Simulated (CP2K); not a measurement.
**B3LYP/6-31G(d) (spherical functions) run of CH4BFO2 (SMILES COB(O)F)**

Aim: the energy change on altering one bond length of CH4BFO2 at B3LYP/6-31G* (spherical functions), from 2 runs. 

The calculation is run with CP2K 2026.2.

3 further runs of the same task are left out: 1 that didn't finish, 2 set aside as unsound or not needed.

## Step 1: The molecule

The species is CH4BFO2 (9 atoms), meant as a singlet with charge 0. SMILES: `COB(O)F`. The coordinates come from a PBE0-D4/def2-TZVP relaxation. This is one conformer, not always the lowest.

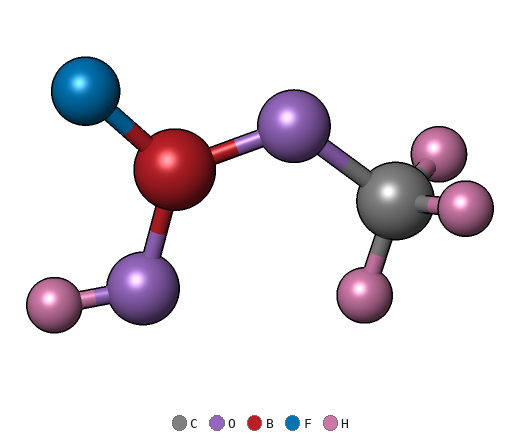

Viewed from a chosen angle; carbon grey, oxygen purple, boron red, fluorine blue, hydrogen pink.

## Step 2: A single-point energy at B3LYP/6-31G(d) (spherical functions)

job.inp

```
&GLOBAL
  PROJECT_NAME job
  RUN_TYPE ENERGY
  PRINT_LEVEL MEDIUM
&END GLOBAL

&FORCE_EVAL
  METHOD QS
  &DFT
    BASIS_SET_FILE_NAME ./6_31gs.basis
    POTENTIAL_FILE_NAME POTENTIAL
    CHARGE 0
    MULTIPLICITY 1
    &QS
      METHOD GAPW
      EPS_DEFAULT 1.0E-10
    &END QS
    &MGRID
      CUTOFF 280
      REL_CUTOFF 50
      NGRIDS 4
    &END MGRID
    &POISSON
      PERIODIC NONE
      POISSON_SOLVER MULTIPOLE
    &END POISSON
    &SCF
      SCF_GUESS ATOMIC
      EPS_SCF 1.0E-07
      MAX_SCF 80
      ADDED_MOS 3
      &DIAGONALIZATION
        ALGORITHM STANDARD
      &END DIAGONALIZATION
      &MIXING
        METHOD DIRECT_P_MIXING
        ALPHA 0.4
      &END MIXING
    &END SCF
    &XC
      &XC_FUNCTIONAL
        &HYB_GGA_XC_B3LYP
        &END HYB_GGA_XC_B3LYP
      &END XC_FUNCTIONAL
      &HF
        FRACTION 0.2
        &SCREENING
          EPS_SCHWARZ 1.0E-10
          SCREEN_ON_INITIAL_P F
        &END SCREENING
        &INTERACTION_POTENTIAL
          POTENTIAL_TYPE COULOMB
        &END INTERACTION_POTENTIAL
        &MEMORY
          MAX_MEMORY 1050
        &END MEMORY
      &END HF
    &END XC
    &PRINT
      &MOMENTS
        PERIODIC F
        REFERENCE COM
        MAX_MOMENT 1
      &END MOMENTS
      &MO ON
        ENERGIES T
        OCCUPATION_NUMBERS T
        NDIGITS 6
        &EACH
          QS_SCF 0
        &END EACH
        ADD_LAST NUMERIC
      &END MO
      &LOWDIN ON
      &END LOWDIN
      &HIRSHFELD OFF
      &END HIRSHFELD
    &END PRINT
  &END DFT
  &SUBSYS
    &CELL
      ABC [angstrom] 10.3 10 11
      PERIODIC NONE
    &END CELL
    &COORD
      C     -0.649300     0.491300    -1.085900
      O     -0.487000     0.689600     0.304600
      B      0.320400    -0.085100     1.049500
      O      1.040400    -1.114300     0.524700
      F      0.401500     0.187700     2.355300
      H     -1.701500     0.285200    -1.291400
      H     -0.040700    -0.337700    -1.451200
      H     -0.363100     1.407000    -1.606600
      H      1.567700    -1.570100     1.184000
    &END COORD
    &TOPOLOGY
      &CENTER_COORDINATES
      &END CENTER_COORDINATES
    &END TOPOLOGY
    &KIND C
      BASIS_SET 6-31Gs
      POTENTIAL ALL
      LEBEDEV_GRID 194
      RADIAL_GRID 100
    &END KIND
    &KIND O
      BASIS_SET 6-31Gs
      POTENTIAL ALL
      LEBEDEV_GRID 194
      RADIAL_GRID 100
    &END KIND
    &KIND B
      BASIS_SET 6-31Gs
      POTENTIAL ALL
      LEBEDEV_GRID 194
      RADIAL_GRID 100
    &END KIND
    &KIND F
      BASIS_SET 6-31Gs
      POTENTIAL ALL
      LEBEDEV_GRID 194
      RADIAL_GRID 100
    &END KIND
    &KIND H
      BASIS_SET 6-31Gs
      POTENTIAL ALL
      LEBEDEV_GRID 194
      RADIAL_GRID 100
    &END KIND
  &END SUBSYS
&END FORCE_EVAL
```

Started as:

```
OMP_NUM_THREADS=1 cp2k.psmp -i job.inp > job.out 2>&1
```

Output:

```text
CP2K| version string:                                       CP2K version 2026.2
[...]
 GLOBAL| Method name                                                        CP2K
[...]
 GLOBAL| Run type                                                         ENERGY
[...]
 DFT| Spin restricted Kohn-Sham (RKS) calculation                            RKS
 DFT| Multiplicity                                                             1
[...]
 DFT| Charge                                                                   0
[...]
 FUNCTIONAL| HYB_GGA_XC_B3LYP:
[...]
 QS| Method:                                                                GAPW
[...]
 QS| Density cutoff [a.u.]:                                                140.0
[...]
 QS| Relative density cutoff [a.u.]:                                        25.0
[...]
                             - Atoms:                                          9
[...]
                             - Spherical basis functions:                     78
[...]
 Number of electrons:                                                         40
[...]
     1 P_Mix/Diag. 0.40E+00   16.9     0.87792911      -316.5313787608 -3.17E+02
[...]
    14 DIIS/Diag.  0.34E-06    6.4     0.00000010      -315.8024159400 -2.27E-13
  *** SCF run converged in    14 steps ***
[...]
  Overlap energy of the core charge distribution:               0.00001605911445
  Self energy of the core charge distribution:               -301.39061040387094
  Core Hamiltonian energy:                                    -28.78410612045970
  Hartree energy:                                              82.43332895662725
  Exchange-correlation energy:                                -12.49132801676700
  Hartree-Fock Exchange energy:                                -7.43994174641402
[...]
                     Mulliken Population Analysis
 #  Atom  Element  Kind  Atomic population                           Net charge
       1     C        1          6.213941                             -0.213941
       2     O        2          8.398446                             -0.398446
       3     B        3          4.407042                              0.592958
       4     O        2          8.592421                             -0.592421
       5     F        4          9.284571                             -0.284571
       6     H        5          0.845783                              0.154217
       7     H        5          0.833170                              0.166830
       8     H        5          0.845698                              0.154302
       9     H        5          0.578928                              0.421072
 # Total charge                             40.000000                  0.000000
[...]
  Dipole moment [Debye]
    X=  0.7003611E+00 Y= -0.1149323E+01 Z= -0.1018866E+01  Total=      1.6880567
 ENERGY| Total FORCE_EVAL ( QS ) energy [hartree]           -315.802415939950890
[...]
```

It took 1.8 min on 1 thread of Intel Xeon at 2.50GHz (Skylake/Cascade Lake), shared host; peak memory 0.73 GiB.

## Step 3: The distorted shape at the same level

mol.inp

```
&GLOBAL
    PROJECT_NAME mol
    RUN_TYPE ENERGY
    PRINT_LEVEL MEDIUM
&END GLOBAL
&FORCE_EVAL
    METHOD QS
    &DFT
        BASIS_SET_FILE_NAME ./6_31gs.basis
        POTENTIAL_FILE_NAME POTENTIAL
        # Quickstep
        &QS
            METHOD GAPW
            EPS_DEFAULT 1.0E-10
        &END QS
        &MGRID
            CUTOFF 280
            REL_CUTOFF 50
            NGRIDS 4
        &END MGRID
        &POISSON
            PERIODIC NONE
            POISSON_SOLVER MULTIPOLE
        &END POISSON
        # SCF settings
        &SCF
            SCF_GUESS ATOMIC
            EPS_SCF 1.0E-07
            MAX_SCF 150
            ADDED_MOS 3
            &DIAGONALIZATION
                ALGORITHM STANDARD
            &END DIAGONALIZATION
            &MIXING
                METHOD DIRECT_P_MIXING
                ALPHA 0.4
            &END MIXING
        &END SCF
        # functional
        &XC
            &XC_FUNCTIONAL
                &HYB_GGA_XC_B3LYP
                &END HYB_GGA_XC_B3LYP
            &END XC_FUNCTIONAL
            &HF
                FRACTION 0.2
                &SCREENING
                    EPS_SCHWARZ 1.0E-10
                &END SCREENING
                &MEMORY
                    MAX_MEMORY 1050
                &END MEMORY
            &END HF
        &END XC
        &PRINT
            &MOMENTS
                PERIODIC F
                REFERENCE COM
                MAX_MOMENT 1
            &END MOMENTS
            &MO ON
                ENERGIES T
                OCCUPATION_NUMBERS T
                NDIGITS 6
                &EACH
                    QS_SCF 0
                &END EACH
                ADD_LAST NUMERIC
            &END MO
            &LOWDIN ON
            &END LOWDIN
            &HIRSHFELD OFF
            &END HIRSHFELD
        &END PRINT
    &END DFT
    # atoms, cell and kinds
    &SUBSYS
        # box in angstrom
        &CELL
            ABC 10.3 10 12
            PERIODIC NONE
        &END CELL
        &COORD
            UNIT bohr
            C     -1.3496027     0.5160162    -4.0261031
            O     -1.0429002     0.8907489    -1.3984389
            B      0.4828647    -0.5732220     0.0092181
            O      1.8434675    -2.5181281    -0.9825102
            F      0.7587250     0.3547016     4.4508719
            H     -3.3379725     0.1265436    -4.4144418
            H     -0.1995154    -1.0505668    -4.7164200
            H     -0.8087631     2.2464384    -5.0100835
            H      2.8399201    -3.3794653     0.2633862
        &END COORD
        &TOPOLOGY
            &CENTER_COORDINATES
            &END CENTER_COORDINATES
        &END TOPOLOGY
        &KIND C
            BASIS_SET 6-31Gs
            POTENTIAL ALL
            LEBEDEV_GRID 194
            RADIAL_GRID 100
        &END KIND
        &KIND O
            BASIS_SET 6-31Gs
            POTENTIAL ALL
            LEBEDEV_GRID 194
            RADIAL_GRID 100
        &END KIND
        &KIND B
            BASIS_SET 6-31Gs
            POTENTIAL ALL
            LEBEDEV_GRID 194
            RADIAL_GRID 100
        &END KIND
        &KIND F
            BASIS_SET 6-31Gs
            POTENTIAL ALL
            LEBEDEV_GRID 194
            RADIAL_GRID 100
        &END KIND
        &KIND H
            BASIS_SET 6-31Gs
            POTENTIAL ALL
            LEBEDEV_GRID 194
            RADIAL_GRID 100
        &END KIND
    &END SUBSYS
&END FORCE_EVAL
```

Started as:

```
OMP_NUM_THREADS=1 cp2k.psmp -i mol.inp > mol.out 2>&1
```

Output, cut to the lines that bear on the results:

```text
CP2K| version string:                                       CP2K version 2026.2
[...]
 GLOBAL| Method name                                                        CP2K
[...]
 GLOBAL| Run type                                                         ENERGY
[...]
 DFT| Spin restricted Kohn-Sham (RKS) calculation                            RKS
 DFT| Multiplicity                                                             1
[...]
 DFT| Charge                                                                   0
[...]
 FUNCTIONAL| HYB_GGA_XC_B3LYP:
[...]
 QS| Method:                                                                GAPW
[...]
 QS| Density cutoff [a.u.]:                                                140.0
[...]
 QS| Relative density cutoff [a.u.]:                                        25.0
[...]
                             - Atoms:                                          9
[...]
                             - Spherical basis functions:                     78
[...]
 Number of electrons:                                                         40
[...]
     1 P_Mix/Diag. 0.40E+00   15.9     0.84895845      -316.0795596133 -3.16E+02
[...]
    17 DIIS/Diag.  0.22E-06    6.5     0.00000009      -315.6204820026  5.68E-14
  *** SCF run converged in    17 steps ***
[...]
  Overlap energy of the core charge distribution:               0.00001247363884
  Self energy of the core charge distribution:               -301.39061040387094
  Core Hamiltonian energy:                                    -29.33709201901764
  Hartree energy:                                              83.16807453345379
  Exchange-correlation energy:                                -12.38592371920903
  Hartree-Fock Exchange energy:                                -7.39015033380419
[...]
                     Mulliken Population Analysis
 #  Atom  Element  Kind  Atomic population                           Net charge
       1     C        1          6.227234                             -0.227234
       2     O        2          8.354732                             -0.354732
       3     B        3          4.446322                              0.553678
       4     O        2          8.535930                             -0.535930
[...]
  Dipole moment [Debye]
    X=  0.3939214E+00 Y= -0.2052239E+01 Z= -0.5473297E+01  Total=      5.8586549
 ENERGY| Total FORCE_EVAL ( QS ) energy [hartree]           -315.620482002644621
[...]
```

Run time: 2.1 min. Hardware: 1 thread of Intel Xeon at 2.50GHz (Skylake/Cascade Lake), shared host; peak memory 0.74 GiB.

## Step 4: Summary of results

At B3LYP/6-31G* (spherical functions):

| quantity | value |
| --- | --- |
| first shape: total energy | -315.80242 Eh |
| first shape: dipole moment | 1.69 D |
| first shape: HOMO energy | -8.14 eV |
| first shape: LUMO energy | 1.92 eV |
| first shape: HOMO–LUMO gap | 10.05 eV |
| distorted shape: total energy | -315.62048 Eh |
| distorted shape: dipole moment | 5.86 D |
| distorted shape: HOMO energy | -6.98 eV |
| distorted shape: LUMO energy | -2.43 eV |
| distorted shape: HOMO–LUMO gap | 4.55 eV |
| energy change with the B3–F5 bond stretched from 1.336 to 2.406 Å | 4.951 eV |

What this shows: With the B3–F5 bond stretched from 1.336 to 2.406 Å the energy rises by 4.95 eV (114 kcal/mol). The first shape isn't relaxed at this level, so the change isn't measured from a minimum.
